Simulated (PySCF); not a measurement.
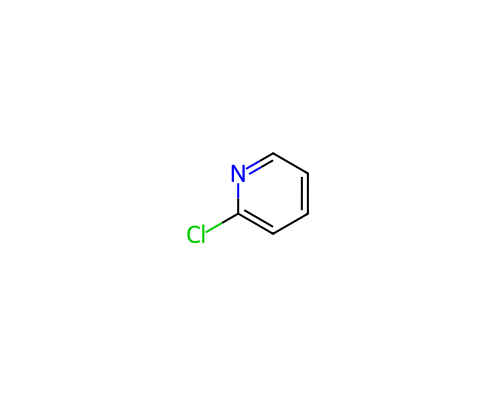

Give its SMILES.

Clc1ccccn1

What is the molecular formula?

C5H4ClN.

An optimisation with PBE0-D3(BJ)/def2-SVP gave a structure of which point group?

Cs.

More results for the same structure follow; atom numbers are the same in all pictures, views and colours differ. The geometry was computed by an optimisation with PBE0-D3(BJ)/def2-SVP. No frequency run is at hand to confirm it as a minimum.

### Shape

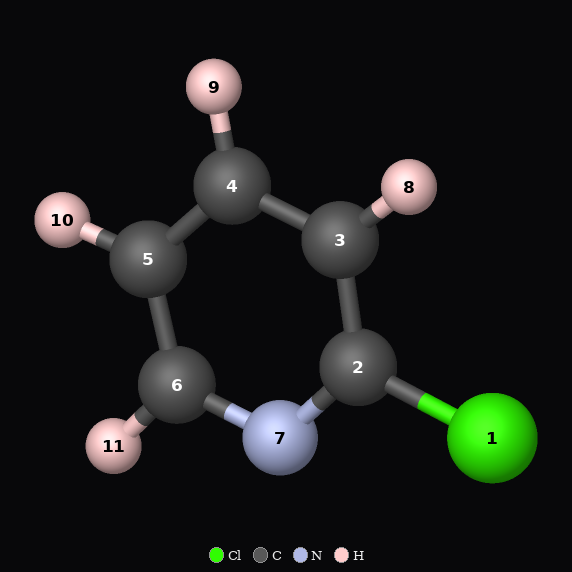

Numbered structure. No frequency run is at hand to confirm it as a minimum.

What is the geometry at C2?

C2 has 3 neighbours (Cl1 at 1.74, C3 at 1.40, N7 at 1.31 Å); the arrangement is trigonal planar.

Describe the coordination of atom 6.

C6 has 3 neighbours (C5 at 1.39, N7 at 1.33, H11 at 1.10 Å); the arrangement is trigonal planar.

Describe the coordination of atom 4.

C4 has 3 neighbours (C3 at 1.39, C5 at 1.40, H9 at 1.09 Å); the arrangement is trigonal planar.

Describe the coordination of atom 3.

C3 has 3 neighbours (C2 at 1.40, C4 at 1.39, H8 at 1.09 Å); the arrangement is trigonal planar.

What is the dihedral angle Cl1–C2–N7–C6?

180° in size, that is anti.

### Polarisability

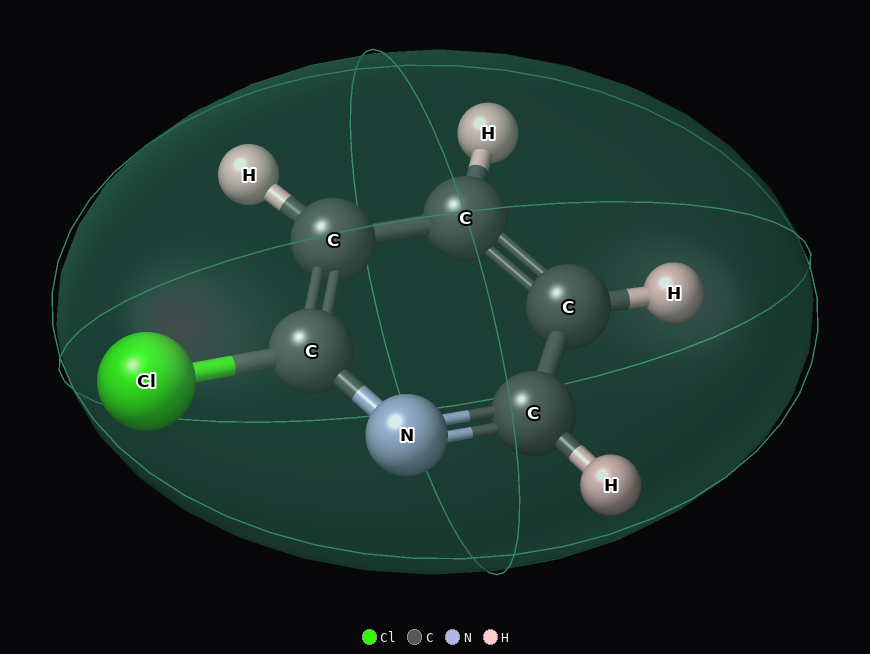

The ellipsoid shows the static dipole polarisability: its half-axes are proportional to the principal values. No frequency run is at hand to confirm it as a minimum. Method: PBE0/def2-SVPD in chloroform (IEF-PCM) (PySCF 2.14.0).

How large and how anisotropic is the polarisability?

Principal values 57.8, 101.8, 133.0 bohr³; mean 97.5 bohr³ (14.45 Å³); anisotropy 65.4 bohr³, so the longest axis is 2.30 times the shortest.

### Excitation

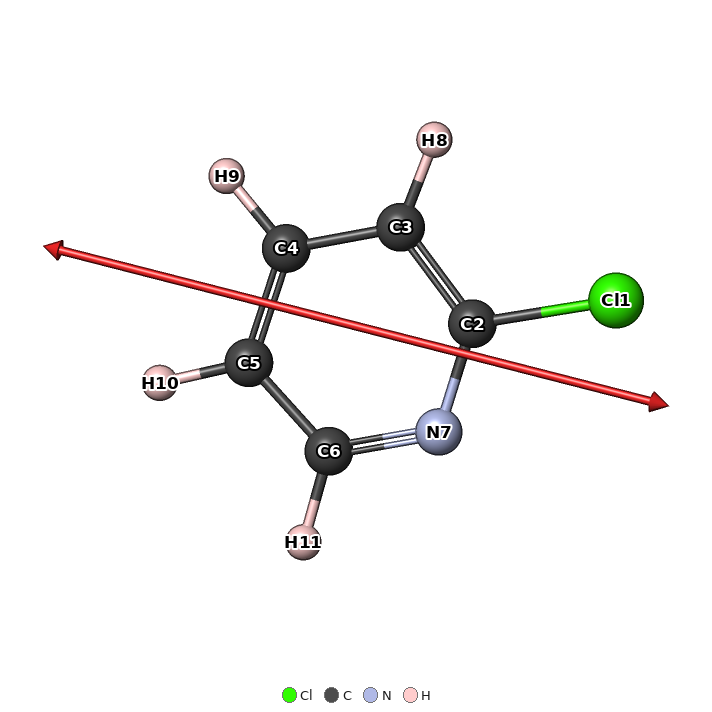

The double arrow shows the direction of the transition dipole to excited singlet state 4 (its length means nothing). No frequency run is at hand to confirm it as a minimum. Level of theory: TDDFT PBE0/def2-SVPD, vertical, gas phase, core orbitals frozen in the response (PySCF 2.14.0).

How is the transition polarised?

In the molecular plane, at 23° to the long direction Cl1···C5.

Give its energy, strength and character.

6.01 eV (206 nm), oscillator strength 0.14, mainly HOMO → LUMO+1 (weight 0.87); transition dipole 2.48 D.

### NMR shielding

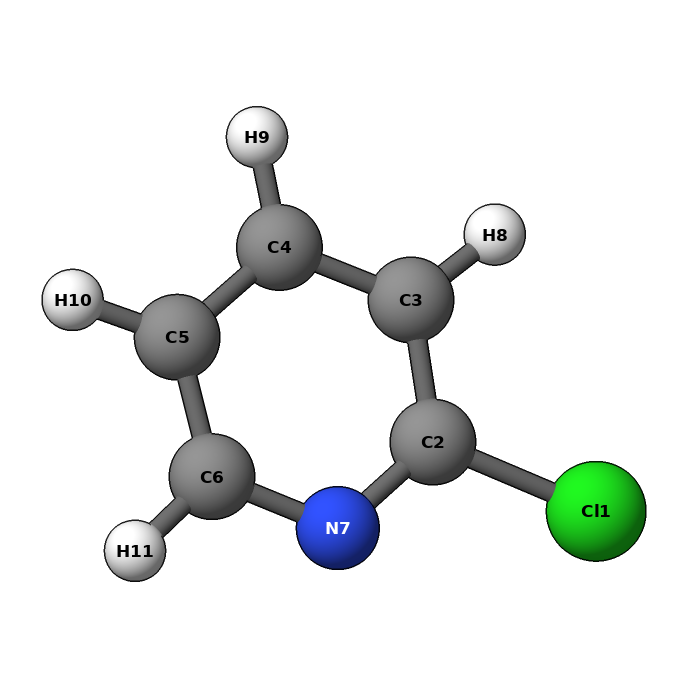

No frequency run is at hand to confirm it as a minimum. Level of theory: GIAO PBE0/pcSseg-1 NMR shielding, non-relativistic, IEF-PCM chloroform (PySCF 2.14.0). Principal shieldings σ11 ≤ σ22 ≤ σ33, span Ω = σ33 − σ11, skew κ = 3(σiso − σ22)/Ω.

Give the shielding tensors of the Cl atoms.

```csv
atom,σ11,σ22,σ33,σiso,Ω,κ
Cl1,465.0,475.7,1008.8,649.8,543.8,0.96
```

Shieldings and span in ppm.
